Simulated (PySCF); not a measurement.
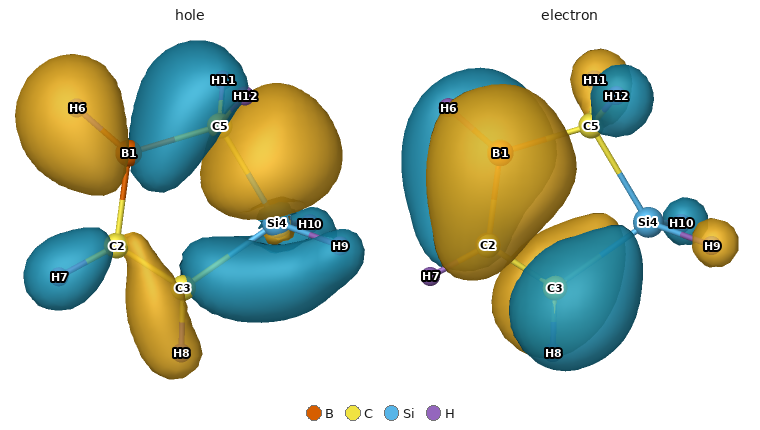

*C$_{3}$H$_{7}$BSi, SMILES `B1C=C[SiH2]C1`. Leading natural transition orbital pair of S₁ (TDA singlet states); the surfaces enclose about 85 % of each orbital's density.*

Method: PBE0/6-311G**; geometry: GFN2-xTB; program: PySCF. No frequency check shows the geometry to be a minimum. Without diffuse functions Rydberg states are missing, so the states' numbers hold for this basis only.

Input script:

```python
import numpy as np
from pyscf import gto, scf, dft, tdscf
from pyscf.scf import atom_ks, atom_hf
from scipy.linalg import block_diag

def solve(mol, dm0=None, hcore=None):
    mf = (dft.UKS if mol.spin else dft.RKS)(mol, xc='pbe0')
    mf.grids.level = 3
    mf = mf.density_fit(auxbasis='def2-universal-jkfit')
    mf.conv_tol, mf.max_cycle = 1e-8, 80
    if hcore is not None:
        mf.get_hcore = lambda *args: hcore
    mf.kernel(dm0)
    if not mf.converged:
        mf = mf.newton().run(mf.mo_coeff, mf.mo_occ, max_cycle=30)
    assert mf.converged, 'SCF not converged'
    return mf

mol = gto.M(atom='''
B     -1.37348     0.88390     0.00000
C     -1.46448    -0.66064     0.00051
C     -0.29059    -1.31611    -0.00081
Si     1.20753    -0.16737     0.00002
C      0.12418     1.39898    -0.00083
H     -2.30288     1.59791    -0.00073
H     -2.39644    -1.21856     0.00131
H     -0.24218    -2.39820    -0.00153
H      2.02566    -0.33548     1.20865
H      2.02879    -0.33409    -1.20412
H      0.31833     2.03987    -0.86058
H      0.31609     2.03887     0.86342
''', basis='6-311g**', charge=0, spin=0, verbose=4)
mf = solve(mol)
td = mf.TDA()
td.nstates, td.singlet, td.conv_tol = 4, True, 1e-5
td.kernel()
td.analyze()
x, y = np.array([p[0] for p in td.xy]), np.array([p[1] + 0 * p[0] for p in td.xy])
f, mu = td.oscillator_strength(), td.transition_dipole()
nto = [td.get_nto(state=i + 1, verbose=4) for i in range(len(td.e))]
# spherically averaged free atoms, for the promolecule
atm = atom_ks.get_atm_nrks(mol, xc='pbe0')
pro = block_diag(*[(atm[a[0]][2] * atm[a[0]][3]) @ atm[a[0]][2].T for a in mol._atom])
np.savez('result.npz', e=td.e, f=f, ok=td.converged, w=[n[0] for n in nto], nto=[n[1] for n in nto], x=x, y=y, c=mf.mo_coeff, occ=mf.mo_occ, eps=mf.mo_energy, pro=pro, mu=mu)
```

Command:

```sh
OMP_NUM_THREADS=1 python input.py
```

The run took 3.1 min on 1 thread of Intel(R) Xeon(R) Platinum 8488C (Sapphire Rapids) (shared host), peak memory 0.72 GiB.

Where does the state lie, and where do hole and electron sit?

Answer. 4.88 eV (254 nm), f = 0.000 (very weak); the leading pair carries 100 %; hole on C5 (34 %), Si4 (21 %) and B1 (14 %), electron on B1 (37 %), C3 (24 %) and C2 (15 %); their centroids lie 1.1 Å apart. In canonical orbitals it is mainly HOMO−1 → LUMO (97 %). The HOMO–LUMO gap is 6.40 eV.
